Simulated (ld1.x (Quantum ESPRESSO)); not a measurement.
# Pseudopotential generation for fluorine: PAW, PBE

Task: generate the file, and judge it by its errors in other configurations, its logarithmic derivatives, its ghosts and its cutoff.

Program: ld1.x (Quantum ESPRESSO) 7.5. Reference atom: PBE, scalar-relativistic, spherical and spin-unpolarised. All values are calculated.

### 1 Starting point

Typed settings, in words:

```
element                 : fluorine (F, Z = 9)
type                    : PAW
frozen core             : [He]
valence charge          : 7
reference configuration : 2s2 2p4 (charge +1)
partial waves           : 2s (bound): rcut 0.50, rcutus 0.70 bohr; 2s channel at -2.65 Ry: rcut 0.50, rcutus 0.70 bohr; 2p (bound): rcut 0.70, rcutus 0.85 bohr; 2p channel at -1.75 Ry: rcut 0.70, rcutus 0.85 bohr
local potential         : all-electron potential smoothed inside 0.55 bohr (lloc = -1)
core correction         : Bessel-smoothed model core inside 0.35 bohr
augmentation charge     : BESSEL, radius 0.55 bohr
```

An earlier all-electron run gives the scale for the radii.

All-electron outer shells of the reference configuration (PBE, scalar-relativistic, ld1.x):

| shell | level (eV) | outermost node (bohr) | outermost maximum (bohr) |
| --- | --- | --- | --- |
| 1s | -684.12 | – | 0.11 |
| 2s | -47.39 | 0.24 | 0.75 |
| 2p | -28.31 | – | 0.68 |
| 3d | -1.72 | – | 6.87 |

### 2 The generation run

File F.in:

```
 &input
   title='F', zed=9., rel=1, dft='PBE', iswitch=3,
   config='[He] 2s2 2p4',
   nld=2, rlderiv=0.95, eminld=-5.0, emaxld=5.0, deld=0.02
 /
 &inputp
   pseudotype=3, lpaw=.true., tm=.true., lloc=-1, rcloc=0.55,
   nlcc=.true., new_core_ps=.true., rcore=0.35,
   which_augfun='BESSEL', rmatch_augfun=0.55,
   file_pseudopw='F.UPF', file_wfcaegen='ae.wfc', file_wfcncgen='nc.wfc', file_beta='beta', file_chi='chi', file_wfcusgen='us.wfc'
 /
4
2S  1  0   2.00   0.00  0.50  0.70  0.0
2S  1  0   0.00  -2.65  0.50  0.70  0.0
2P  2  1   4.00   0.00  0.70  0.85  0.0
2P  2  1   0.00  -1.75  0.70  0.85  0.0
 &test
   configts(1)='2s2 2p4'
 /
```

Started as:

```
$ ld1.x < F.in > F.out
```

The output, F.out (without the banner and most projector matrices):

```text
     Program LD1 v.7.5
     --------------------------- All-electron run ----------------------------

     F
     scalar relativistic calculation

     atomic number is  9.00
     dft =PBE   lsd =0 sic =0 latt =0  beta=0.20 tr2=1.0E-14
     Exchange-correlation= PBE
                           (   1   4   3   4   0   0   0)
     mesh =1105 r(mesh) =  99.76081 a.u. xmin = -7.00 dx = 0.01250
     1 Ry =  13.60569312 eV, c = 137.03599908

     n l     nl                  e(Ry)          e(Ha)          e(eV)
     1 0     1S 1( 2.00)       -50.2821       -25.1410      -684.1226
     2 0     2S 1( 2.00)        -3.4829        -1.7415       -47.3875
     2 1     2P 1( 4.00)        -2.0807        -1.0403       -28.3087

     final scf error:  2.6E-15 reached in  24 iterations

     Etot =    -198.064175 Ry,     -99.032088 Ha,   -2694.800386 eV

     Ekin =     197.957838 Ry,      98.978919 Ha,    2693.353590 eV
     Encl =    -464.349038 Ry,    -232.174519 Ha,   -6317.790507 eV
     Eh   =      87.742187 Ry,      43.871093 Ha,    1193.793269 eV
     Exc  =     -19.415162 Ry,      -9.707581 Ha,    -264.156738 eV

     normalization and overlap integrals

     s(1S/1S) =  1.000000  <r> =   0.1763  <r2> =    0.0420  r(max) =   0.1139
     s(2S/2S) =  1.000000  <r> =   0.9615  <r2> =    1.1139  r(max) =   0.7522
     s(2P/2P) =  1.000000  <r> =   0.9832  <r2> =    1.2443  r(max) =   0.6806

     ------------------------ End of All-electron run ------------------------

     --------------------- Generating PAW atomic setup --------------------

      Generating local potential from pseudized AE potential:
      Matching radius rcloc =   0.5500

      Local pseudo, rcloc= 0.550 Estimated cut-off energy=    77.32 Ry

      Computing core charge for nlcc:

       r > 0.35 : true rho core
      Core charge pseudized with two Bessel functions
      Integrated core pseudo-charge :   1.10
      Wfc-us  2S rcutus= 0.707  Estimated cut-off energy=    87.64 Ry
      Wfc-us  2S rcutus= 0.707  Estimated cut-off energy=    88.96 Ry
      Wfc-us  2P rcutus= 0.842  Estimated cut-off energy=   107.56 Ry
      Wfc-us  2P rcutus= 0.842  Estimated cut-off energy=   108.47 Ry

     Required augmentation: BESSEL   radius:    0.550000
     Suggested rho cutoff for augmentation: 179.91 Ry

     Estimated PAW energy =  -57.652136 Ryd

     The PAW screened D coefficients
     3.31232     3.06741     0.00000     0.00000
     3.06741     2.84056     0.00000     0.00000
     0.00000     0.00000    -0.63489    -0.46479
     0.00000     0.00000    -0.46479    -0.34006

     The PAW descreened D coefficients (US)
     2.08002     1.91477     0.00000     0.00000
     1.91477     1.76258     0.00000     0.00000
     0.00000     0.00000     0.87465     0.66223
     0.00000     0.00000     0.66223     0.50122

     ------------------- End of pseudopotential generation -------------------

     [... the all-electron block is printed once more ...]


     Computing logarithmic derivative in   0.94795
     Computing logarithmic derivative in   0.94795
     Computing the partial wave expansion
     R is outside the sphere for l=    0 j= 0.00
     R is outside the sphere for l=    0 j= 0.00
     R is outside the sphere for l=    1 j= 0.00
     R is outside the sphere for l=    1 j= 0.00

     ---------------------- Testing the pseudopotential ----------------------

     F
     scalar relativistic calculation

     atomic number is  9.00   valence charge is  7.00
     dft = SLA  PW   PBX  PBC   lsd =0 sic =0 latt =0  beta=0.20 tr2=1.0E-14
     mesh =1105 r(mesh) =  99.76081 xmin = -7.00 dx = 0.01250

     n l     nl             e AE (Ry)        e PS (Ry)    De AE-PS (Ry)
     1 0     2S   1( 2.00)       -3.48292       -3.48300        0.00008
     2 1     2P   1( 4.00)       -2.08065       -2.08068        0.00003

     eps = 1.8E-16  iter =  4

     Etot =    -198.064175 Ry,     -99.032088 Ha,   -2694.800386 eV
     Etotps =   -57.652379 Ry,     -28.826189 Ha,    -784.400571 eV

     Ekin =      49.003912 Ry,      24.501956 Ha,     666.732190 eV
     Encl =    -121.153015 Ry,     -60.576508 Ha,   -1648.370748 eV
     Ehrt =      33.911874 Ry,      16.955937 Ha,     461.394545 eV
     Ecxc =     -19.415149 Ry,      -9.707574 Ha,    -264.156558 eV
     (Ecc =      -3.615872 Ry,      -1.807936 Ha,     -49.196451 eV)

     ---------------------- End of pseudopotential test ----------------------
```

Wall time 1.2 s (1 thread of Neoverse-V1, shared host). This counts the later configuration tests of the new file too.

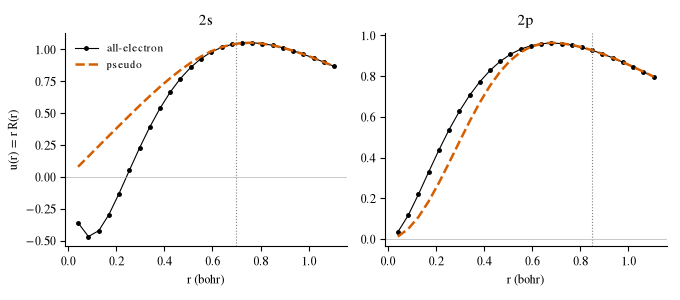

All-electron and pseudo partial waves (2s, 2p), with the matching radii dotted. The curves join 26 sampled radii.

### 3 Testing the new file in other configurations

File F.test.in:

```
 &input
   title='F', zed=9., rel=1, dft='PBE', iswitch=2,
   config='[He] 2s2 2p4'
 /
 &test
   file_pseudo='F.UPF', nconf=8,
   configts(1)='2s2 2p4',
   configts(2)='2s2 2p5',
   configts(3)='2s2 2p3',
   configts(4)='2s2 2p2',
   configts(5)='2s1 2p5',
   configts(6)='2s1 2p6',
   configts(7)='2s2 2p1',
   configts(8)='2s2 2p4.5'
 /
```

Started as:

```
$ ld1.x < F.test.in > F.test.out
```

F.test.out, the pseudopotential blocks:

```text
     ---------------------- Testing the pseudopotential ----------------------

     F
     scalar relativistic calculation

     atomic number is  9.00   valence charge is  7.00
     dft =SLA  PW   PBX  PBC   lsd =0 sic =0 latt =0  beta=0.20 tr2=1.0E-14
     mesh =1105 r(mesh) =  99.76081 xmin = -7.00 dx = 0.01250

     n l     nl             e AE (Ry)        e PS (Ry)    De AE-PS (Ry)
     1 0     2S   1( 2.00)       -3.48292       -3.48300        0.00008
     2 1     2P   1( 4.00)       -2.08065       -2.08068        0.00003

     eps = 1.8E-16  iter =  4

     Etot =    -198.064175 Ry,     -99.032088 Ha,   -2694.800384 eV
     Etotps =   -57.652379 Ry,     -28.826189 Ha,    -784.400571 eV

     Ekin =      49.003912 Ry,      24.501956 Ha,     666.732190 eV
     Encl =    -121.153015 Ry,     -60.576508 Ha,   -1648.370748 eV
     Ehrt =      33.911874 Ry,      16.955937 Ha,     461.394545 eV
     Ecxc =     -19.415149 Ry,      -9.707574 Ha,    -264.156558 eV
     (Ecc =      -3.615872 Ry,      -1.807936 Ha,     -49.196451 eV)

     ---------------------- End of pseudopotential test ----------------------

     ---------------------- Testing the pseudopotential ----------------------

     F
     [...]
     n l     nl             e AE (Ry)        e PS (Ry)    De AE-PS (Ry)
     1 0     2S   1( 2.00)       -2.19758       -2.19776        0.00018
     2 1     2P   1( 5.00)       -0.81670       -0.81685        0.00015

     eps = 3.0E-15  iter = 12

     Etot =    -199.489330 Ry,     -99.744665 Ha,   -2714.190600 eV
     Etotps =   -59.077717 Ry,     -29.538858 Ha,    -803.793285 eV
     dEtot_ae =      -1.425155 Ry
     dEtot_ps =      -1.425338 Ry,   Delta E=       0.000184 Ry

     [...]
     ---------------------- End of pseudopotential test ----------------------

     ---------------------- Testing the pseudopotential ----------------------

     F
     [...]
     n l     nl             e AE (Ry)        e PS (Ry)    De AE-PS (Ry)
     1 0     2S   1( 2.00)       -4.99731       -4.99730       -0.00001
     2 1     2P   1( 3.00)       -3.60167       -3.60156       -0.00011

     eps = 6.6E-16  iter =  9

     Etot =    -195.242940 Ry,     -97.621470 Ha,   -2656.415526 eV
     Etotps =   -54.831078 Ry,     -27.415539 Ha,    -746.014820 eV
     dEtot_ae =       2.821235 Ry
     dEtot_ps =       2.821301 Ry,   Delta E=      -0.000066 Ry

     [...]
     ---------------------- End of pseudopotential test ----------------------

     ---------------------- Testing the pseudopotential ----------------------

     F
     [...]
     n l     nl             e AE (Ry)        e PS (Ry)    De AE-PS (Ry)
     1 0     2S   1( 2.00)       -6.70364       -6.70386        0.00022
     2 1     2P   1( 2.00)       -5.34782       -5.34781       -0.00001

     eps = 1.0E-15  iter =  9

     Etot =    -190.786158 Ry,     -95.393079 Ha,   -2595.777923 eV
     Etotps =   -50.374234 Ry,     -25.187117 Ha,    -685.376369 eV
     dEtot_ae =       7.278017 Ry
     dEtot_ps =       7.278145 Ry,   Delta E=      -0.000128 Ry

     [...]
     ---------------------- End of pseudopotential test ----------------------

     ---------------------- Testing the pseudopotential ----------------------

     F
     [...]
     n l     nl             e AE (Ry)        e PS (Ry)    De AE-PS (Ry)
     1 0     2S   1( 1.00)       -3.49542       -3.49534       -0.00008
     2 1     2P   1( 5.00)       -2.08974       -2.08981        0.00007

     eps = 4.1E-15  iter = 18

     Etot =    -196.660171 Ry,     -98.330085 Ha,   -2675.697932 eV
     Etotps =   -56.248430 Ry,     -28.124215 Ha,    -765.298879 eV
     dEtot_ae =       1.404004 Ry
     dEtot_ps =       1.403948 Ry,   Delta E=       0.000056 Ry

     [...]
     ---------------------- End of pseudopotential test ----------------------

     ---------------------- Testing the pseudopotential ----------------------

     F
     [...]
     n l     nl             e AE (Ry)        e PS (Ry)    De AE-PS (Ry)
     1 0     2S   1( 1.00)       -2.23280       -2.23281        0.00000
     2 1     2P   1( 6.00)       -0.84819       -0.84835        0.00016

     eps = 9.6E-15  iter = 14

     Etot =    -198.106554 Ry,     -99.053277 Ha,   -2695.376983 eV
     Etotps =   -57.695005 Ry,     -28.847502 Ha,    -784.980530 eV
     dEtot_ae =      -0.042379 Ry
     dEtot_ps =      -0.042626 Ry,   Delta E=       0.000247 Ry

     [...]
     ---------------------- End of pseudopotential test ----------------------

     ---------------------- Testing the pseudopotential ----------------------

     F
     [...]
     n l     nl             e AE (Ry)        e PS (Ry)    De AE-PS (Ry)
     1 0     2S   1( 2.00)       -8.57765       -8.57858        0.00093
     2 1     2P   1( 1.00)       -7.29740       -7.29762        0.00022

     eps = 2.2E-15  iter =  9

     Etot =    -184.479831 Ry,     -92.239915 Ha,   -2509.975963 eV
     Etotps =   -44.067596 Ry,     -22.033798 Ha,    -599.570182 eV
     dEtot_ae =      13.584344 Ry
     dEtot_ps =      13.584783 Ry,   Delta E=      -0.000439 Ry

     [...]
     ---------------------- End of pseudopotential test ----------------------

     ---------------------- Testing the pseudopotential ----------------------

     F
     [...]
     n l     nl             e AE (Ry)        e PS (Ry)    De AE-PS (Ry)
     1 0     2S   1( 2.00)       -2.80814       -2.80828        0.00014
     2 1     2P   1( 4.50)       -1.41356       -1.41367        0.00011

     eps = 7.6E-15  iter =  8

     Etot =    -198.934914 Ry,     -99.467457 Ha,   -2706.647396 eV
     Etotps =   -58.523198 Ry,     -29.261599 Ha,    -796.248669 eV
     dEtot_ae =      -0.870739 Ry
     dEtot_ps =      -0.870819 Ry,   Delta E=       0.000080 Ry

     [...]
     ---------------------- End of pseudopotential test ----------------------
```

Energies count from the reference configuration 2s2 2p4; the error is all-electron less pseudo.

```tsv
valence configuration	charge	ΔE all-electron (eV)	error AE − PS (meV)
2s2 2p5	0	-19.390	+2.5
2s2 2p3	+2	38.385	-0.9
2s2 2p2	+3	99.022	-1.7
2s1 2p5	+1	19.102	+0.8
2s1 2p6	0	-0.577	+3.4
2s2 2p1	+4	184.824	-6.0
2s2 2p4.5	+0.5	-11.847	+1.1
```

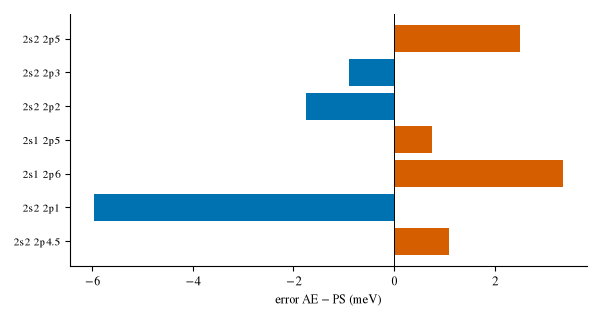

Error of the potential in each test configuration.

### 4 Does it scatter like the atom?

Taken from the files of the generation run. The phase is arctan(r·u′/u) with u = r·R, unwrapped, with energies in Ry. A pole is an energy at which the radial function vanishes at the test radius. The pseudo phase is shifted by a multiple of π to meet the all-electron one at the reference energy. Levels narrower than the energy grid can be missing from the poles. The last column is the largest difference on the grid between −1 and +1 Ry.

```tsv
channel	radius (bohr)	reference (Ry)	poles AE	poles PS	window around the reference with phases within 0.05 rad (Ry)	largest difference near zero (rad)
s	0.95	-3.48	none	none	the whole range	0.001
p	0.95	-2.08	3.99	3.96	the whole range	0.001
```

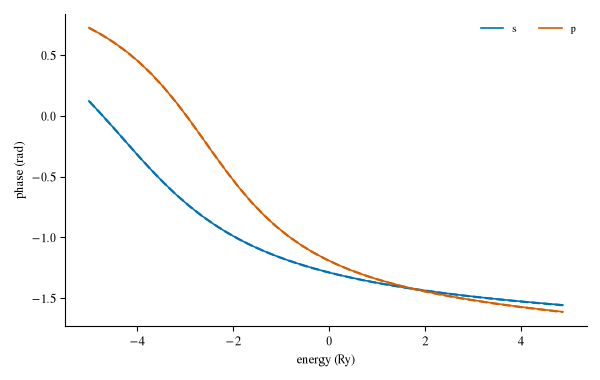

All-electron (solid) and pseudo (dashed) phases against energy.

### 5 Cutoff and ghost test in a Bessel basis

A separate test, outside the generator: the pseudo-atom's Hamiltonian at the reference potential is diagonalised in spherical Bessel functions j_l(qr) that vanish at 20 bohr, with q² up to the cutoff.

All-electron valence levels (Ry): 2s -3.4829, 2p -2.0806. The lowest levels of each channel (Ry) by cutoff; the last column sums, over occupied levels, occupation times the distance from the level at 400 Ry. A positive value at high cutoff is not a bound level.

| cutoff (Ry) | s #1 | p #1 | d #1 | f #1 | Σ f·Δε (mRy) |
| --- | --- | --- | --- | --- | --- |
| 8 | -3.2543 | -0.8126 | -0.1254 | -0.0414 | 5529.5 |
| 15 | -3.4410 | -1.1405 | -0.1257 | -0.0414 | 3844.6 |
| 21 | -3.4566 | -1.3476 | -0.1258 | -0.0414 | 2985.0 |
| 35 | -3.4617 | -1.7697 | -0.1258 | -0.0414 | 1286.5 |
| 50 | -3.4752 | -1.9625 | -0.1259 | -0.0414 | 488.5 |
| 60 | -3.4794 | -2.0201 | -0.1259 | -0.0414 | 249.2 |
| 90 | -3.4825 | -2.0758 | -0.1259 | -0.0414 | 20.4 |
| 100 | -3.4825 | -2.0793 | -0.1259 | -0.0414 | 6.4 |
| 120 | -3.4826 | -2.0802 | -0.1259 | -0.0414 | 2.5 |
| 160 | -3.4829 | -2.0804 | -0.1259 | -0.0414 | 1.3 |
| 180 | -3.4829 | -2.0805 | -0.1259 | -0.0414 | 0.7 |
| 230 | -3.4829 | -2.0806 | -0.1259 | -0.0414 | 0.2 |
| 400 | -3.4830 | -2.0807 | -0.1259 | -0.0414 | 0.0 |

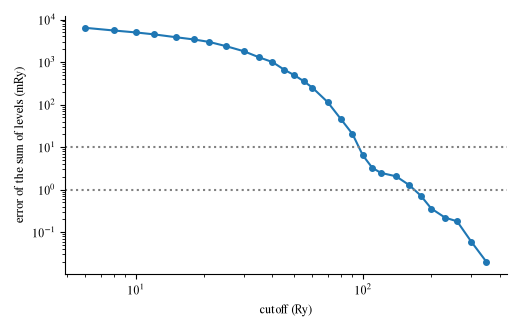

Occupation-weighted error of the valence levels against the cutoff; the dotted lines mark 10 and 1 mRy.

The sum stays within 10 mRy from 100 Ry and within 1 mRy from 180 Ry. The sum leaves out empty levels, which can need more. Ghost test: no level below the all-electron spectrum of its channel (s, p, d, f tested).

### 6 What came out

```
                                                quantity                  value
               cutoffs for 10 and 1 mRy, occupied levels      100 Ry and 180 Ry
                                            bound ghosts             none found
                            largest test error (AE − PS)  -6.0 meV, for 2s2 2p1
largest phase difference near zero energy, channels read              0.001 rad
         lowest eigenvalue of the overlap (Bessel basis)              0.519 (s)
```

**Reading.** By total energies transferability is good: the largest error is 6.0 meV on 184.8 eV, for 2s2 2p1. The potential is hard: the looser tolerance needs 100 Ry. The slowest occupied level is 2p: taken alone it needs 110 Ry to come within 1 mRy, against 80 Ry for 2s. It is free of bound ghosts as far as tested. Near zero energy the phases of the channels with partial waves agree within 0.001 rad.
